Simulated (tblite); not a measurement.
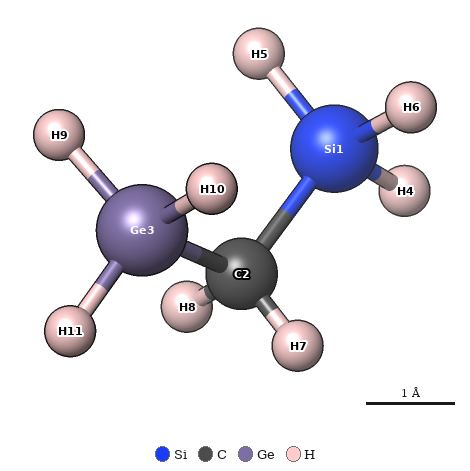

Fig. 1: The structure as given in the input (ball-and-stick view, seen at a tilt; atoms are numbered from 1 in the order of the input). Sticks mark near contacts.

Run report: CH$_{8}$GeSi, molecular dynamics

- system: CH$_{8}$GeSi, SMILES [SiH3][CH2][GeH3]
- method: GFN2-xTB Langevin dynamics, gas phase (tblite 0.8.0)

### The input
```
{"job": {"kind": "md", "xc": "GFN2-xTB", "basis": "xTB", "temperature": 200, "steps": 2000, "every": 50}, "charge": 0, "multiplicity": 1}
Si     1.497006     0.673909     0.005030
C      0.253548    -0.756533    -0.134942
Ge    -1.611618    -0.182522     0.072994
H      2.848343     0.131920    -0.167089
H      1.225643     1.663770    -1.040114
H      1.380035     1.299568     1.324534
H      0.473731    -1.510056     0.621920
H      0.363902    -1.246138    -1.102973
H     -2.007511     0.815901    -0.968302
H     -1.854172     0.450428     1.406552
H     -2.563482    -1.337577    -0.043574
```

The first line tells a small driver script what to run in tblite; the rest is the geometry in Å.

Launch command:
```bash
OMP_NUM_THREADS=1 python <driver script> task.json out
```

### What the program printed
```
t/fs     T/K      E/eV
    0.0   175.5   -268.10908
   25.0   145.1   -267.93601
   50.0   112.6   -267.93030
   75.0   152.8   -267.98059
  100.0   193.3   -267.96129
  125.0   157.0   -267.90059
  150.0   215.1   -267.86813
  175.0   137.5   -267.81824
  200.0   219.0   -267.91561
  225.0   216.2   -267.89435
  250.0   250.5   -267.85543
  275.0   232.0   -267.85898
  300.0   204.3   -267.86105
  325.0   266.5   -267.90272
  350.0   240.9   -267.95636
  375.0   200.0   -267.88107
  400.0   221.5   -267.85099
  425.0   256.2   -267.88141
  450.0   220.9   -267.83319
  475.0   190.7   -267.75259
  500.0   197.9   -267.66363
  525.0   306.5   -267.80263
  550.0   320.3   -267.77955
  575.0   351.9   -267.89986
  600.0   278.6   -267.91268
  625.0   399.8   -267.92421
  650.0   247.6   -267.77353
  675.0   219.4   -267.85042
  700.0   220.8   -267.89191
  725.0   234.0   -267.88779
  750.0   251.3   -267.92802
  775.0   241.0   -267.94173
  800.0   150.9   -267.79876
  825.0   218.9   -267.79210
  850.0   247.1   -267.84010
  875.0   206.0   -267.75855
  900.0   152.2   -267.84812
  925.0   144.8   -267.88575
  950.0   177.5   -267.92398
  975.0   194.2   -267.94578
 1000.0   191.6   -267.88404
```

### Trajectory as extended XYZ (Å, eV, eV/Å), 9 of the 41 frames kept, from step=0 to step=40
```
11
Properties=species:S:1:pos:R:3:forces:R:3 step=0 time_fs=0.0 energy=-268.10908 temperature=175.5
Si    1.4970    0.6739    0.0050   -0.0080  -0.0039  -0.0001
C     0.2535   -0.7565   -0.1349    0.0037  -0.0086   0.0021
Ge   -1.6116   -0.1825    0.0730    0.0026  -0.0011  -0.0014
H     2.8483    0.1319   -0.1671    0.0038  -0.0013   0.0004
H     1.2256    1.6638   -1.0401    0.0004   0.0011   0.0013
H     1.3800    1.2996    1.3245    0.0002  -0.0010  -0.0036
H     0.4737   -1.5101    0.6219   -0.0006   0.0072  -0.0032
H     0.3639   -1.2461   -1.1030   -0.0018   0.0068   0.0040
H    -2.0075    0.8159   -0.9683    0.0002   0.0004   0.0026
H    -1.8542    0.4504    1.4066   -0.0010   0.0010  -0.0024
H    -2.5635   -1.3376   -0.0436    0.0004  -0.0006   0.0003
11
Properties=species:S:1:pos:R:3:forces:R:3 step=5 time_fs=125.0 energy=-267.90059 temperature=157.0
Si    1.4733    0.3100    0.1393   -0.8510  -0.1664  -0.5895
C     0.0229   -0.9197    0.0175   -0.2495   0.0206  -0.5856
Ge   -1.8140   -0.1884    0.0333    0.4392  -0.5484  -0.5895
H     2.6244   -0.5137    0.2197    0.9614  -0.5297  -0.0278
H     1.5461    1.2444   -0.9800   -0.0588  -0.0436  -0.1448
H     1.3670    1.0744    1.3293   -0.1263   0.5586   0.8898
H     0.1254   -1.7017    0.7560   -0.0280  -0.0201   0.4892
H     0.0980   -1.4736   -0.9153    0.2324   0.0664  -0.3435
H    -1.8334    1.0754   -0.7799   -0.1631   0.0203   0.3276
H    -2.1601   -0.1266    1.4624   -0.4133   0.3779   0.2776
H    -2.7885   -1.1403   -0.6756    0.2568   0.2644   0.2964
11
Properties=species:S:1:pos:R:3:forces:R:3 step=10 time_fs=250.0 energy=-267.85543 temperature=250.5
Si    1.3347   -0.1237    0.0538   -0.2693   1.3244  -0.0235
C    -0.2051   -1.2371    0.1935    0.3804  -0.3693  -1.3728
Ge   -1.8693   -0.2836   -0.2287    0.2958   0.3923  -0.1189
H     2.4906   -0.9682    0.3150    0.1906  -0.0582  -0.1193
H     1.2276    0.5275   -1.3229    0.2631  -0.4916   0.7313
H     1.4144    1.0734    1.0198   -0.1800  -0.8712  -0.5240
H    -0.2434   -1.7983    1.0982   -0.0813  -0.1834   0.7452
H    -0.0534   -2.0171   -0.6073   -0.2270   0.6058   0.5676
H    -1.4769    0.9865   -0.9731   -0.2441  -0.3145   0.0302
H    -2.5926    0.2282    0.9907   -0.0595  -0.2383  -0.1479
H    -2.7283   -1.1317   -1.1387   -0.0688   0.2040   0.2322
11
Properties=species:S:1:pos:R:3:forces:R:3 step=15 time_fs=375.0 energy=-267.88107 temperature=200.0
Si    1.3212   -0.5706    0.0828    0.3615  -0.7080   1.0861
C    -0.3822   -1.4009    0.3337   -0.4727  -0.6507  -0.0558
Ge   -1.8950   -0.2879   -0.3763    1.3142   0.2821   0.2942
H     2.2607   -1.4652    0.9089   -0.4708   0.6225  -0.5726
H     1.5528   -0.6330   -1.3248    0.2670  -0.1103  -0.7866
H     1.5732    0.8341    0.4480   -0.2641  -0.1713   0.1626
H    -0.5546   -1.6171    1.4158    0.0697   0.1016  -0.8144
H    -0.3871   -2.4035   -0.2197    0.0130   1.2282   0.7661
H    -1.6653   -0.0602   -1.8464   -0.2128  -0.0398   0.1293
H    -1.8455    1.0845    0.2877   -0.0735  -0.3189  -0.1867
H    -3.2117   -0.8606   -0.0916   -0.5314  -0.2354  -0.0220
11
Properties=species:S:1:pos:R:3:forces:R:3 step=20 time_fs=500.0 energy=-267.66363 temperature=197.9
Si    1.4809   -0.7761    0.0356   -0.3454  -0.0988  -0.7973
C    -0.3442   -1.2117    0.5084    0.5337  -1.1939  -0.1401
Ge   -1.8250   -0.3998   -0.4303    0.7947   0.9868  -0.6699
H     2.2993   -2.0085    0.1022   -0.1719   0.1847   0.0420
H     1.4698   -0.2931   -1.3824    0.0884  -0.1157   0.5119
H     2.0833    0.2210    0.9308   -0.1836  -0.0497  -0.0524
H    -0.3374   -1.1436    1.5963   -0.5710  -0.0527  -0.0636
H    -0.5658   -2.2671    0.2232    0.7000   0.2232   0.5580
H    -1.6840   -0.6274   -1.9362   -0.0374   0.1740   0.5584
H    -1.8020    1.0230   -0.0598    0.2752   0.8389  -0.3042
H    -3.2082   -0.5775   -0.0832   -1.0826  -0.8969   0.3573
11
Properties=species:S:1:pos:R:3:forces:R:3 step=25 time_fs=625.0 energy=-267.92421 temperature=399.8
Si    1.4241   -0.6401    0.0180    0.0030   0.9626  -0.0861
C    -0.2293   -1.2307    0.6898   -0.0273  -1.3257   0.4465
Ge   -1.7175   -0.7231   -0.3985   -1.3798   0.9270   0.0438
H     1.9490   -1.5710   -0.9358    0.2333  -0.4398  -0.3968
H     1.2551    0.6909   -0.6562    0.0302  -0.4737   0.2248
H     2.3230   -0.4240    1.1429    0.1620  -0.0644   0.1363
H    -0.3670   -0.8674    1.6858   -0.0450   0.5122   0.6452
H    -0.3149   -2.3385    0.8357    0.3755   0.6492  -0.3383
H    -1.7580   -1.5843   -1.5882   -0.1431  -0.2471  -0.4226
H    -1.6924    0.7285   -0.8881    0.0775  -0.4302   0.1495
H    -3.0935   -0.8278    0.3570    0.7137  -0.0701  -0.4023
11
Properties=species:S:1:pos:R:3:forces:R:3 step=30 time_fs=750.0 energy=-267.92802 temperature=251.3
Si    1.1847   -0.1779   -0.0230   -0.0750   1.2810   1.0221
C    -0.4607   -0.5467    0.8404    0.1085  -1.2038   0.5303
Ge   -1.8743   -1.0862   -0.3937   -0.5039  -0.2405  -0.5152
H     1.4180   -1.1350   -1.0387    0.3344  -0.8479  -0.6026
H     1.0913    1.1233   -0.7086    0.0285  -0.0490   0.1034
H     2.1811   -0.0842    1.0859   -0.1610  -0.1187  -0.4707
H    -0.9163    0.2713    1.3911    0.3825   0.1235   0.1814
H    -0.2692   -1.3973    1.5682   -0.3366   0.9247  -0.6537
H    -1.5392   -2.2045   -1.4197   -0.1266   0.4967   0.5067
H    -2.3904    0.1133   -1.1827    0.1954  -0.2914   0.0863
H    -3.0812   -1.5251    0.4238    0.1537  -0.0747  -0.1881
11
Properties=species:S:1:pos:R:3:forces:R:3 step=35 time_fs=875.0 energy=-267.75855 temperature=206.0
Si    0.9350   -0.0839   -0.3026   -0.5346  -0.8879   0.5592
C    -0.8524   -0.2000    0.4262   -0.3988   1.5732   1.2959
Ge   -2.0793   -1.3260   -0.5418    1.0516  -1.5146   0.1943
H     1.4618   -1.5047   -0.2169   -0.0828   0.8140   0.0212
H     0.8820    0.2708   -1.7215   -0.0078   0.1002   0.0120
H     1.6490    0.9277    0.4912    0.0463  -0.1623  -0.1188
H    -1.3745    0.7908    0.3564    0.7404  -0.2197  -0.1804
H    -0.9176   -0.3343    1.5550    0.4234  -0.3114  -1.2681
H    -1.4395   -1.5903   -1.8690   -0.4294   0.1419  -0.1815
H    -3.4621   -0.8894   -0.5166   -0.6792   0.3095  -0.2269
H    -2.0691   -2.7049    0.0957   -0.1291   0.1572  -0.1070
11
Properties=species:S:1:pos:R:3:forces:R:3 step=40 time_fs=1000.0 energy=-267.88404 temperature=191.6
Si    0.7269   -0.0010   -0.2480   -0.4898  -0.9519  -0.5266
C    -1.1395    0.1176    0.2157    0.0653   0.0938  -0.3113
Ge   -2.2779   -1.4016   -0.4421    0.0285   0.9227   0.9755
H     1.3769   -1.1633    0.4644   -0.2226   0.7101  -0.1181
H     0.6549   -0.5149   -1.6780    0.2714   0.5062   0.5682
H     1.3716    1.3194   -0.0576   -0.0849  -0.4042  -0.0525
H    -1.5400    1.0477   -0.2183    0.0810  -0.2642   0.0915
H    -1.2419    0.2293    1.2922   -0.0703  -0.0930   0.0872
H    -2.3728   -1.2947   -1.9191    0.0520  -0.3180  -0.1519
H    -3.7145   -1.2366    0.1058    0.4878  -0.1051  -0.2143
H    -1.7198   -2.6535    0.1664   -0.1183  -0.0965  -0.3478
```

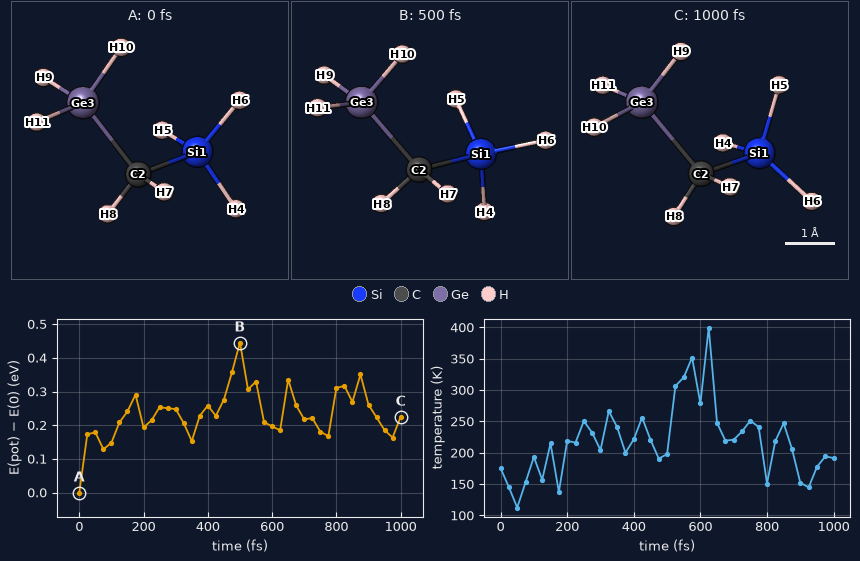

Fig. 2: Frames of the molecular dynamics (ball-and-stick, seen at a tilt) above the curves, on which the letters mark them. The trajectory kept here has 41 frames over 1000 fs. The temperature starts at 176 K, ranges from 113 to 400 K and averages 236 K over the second half. The potential energy ends 0.225 eV above its first value. After an unweighted best fit of the last frame on the first, the root-mean-square displacement is 1.44 Å.

### Results in brief

```tsv
quantity	value
outcome	finished
mean temperature over the second half	236 K
trajectory	41 frames kept, 1000 fs
hardware	1 CPU thread, shared host
wall time	23 s
peak memory	0.18 GiB
```
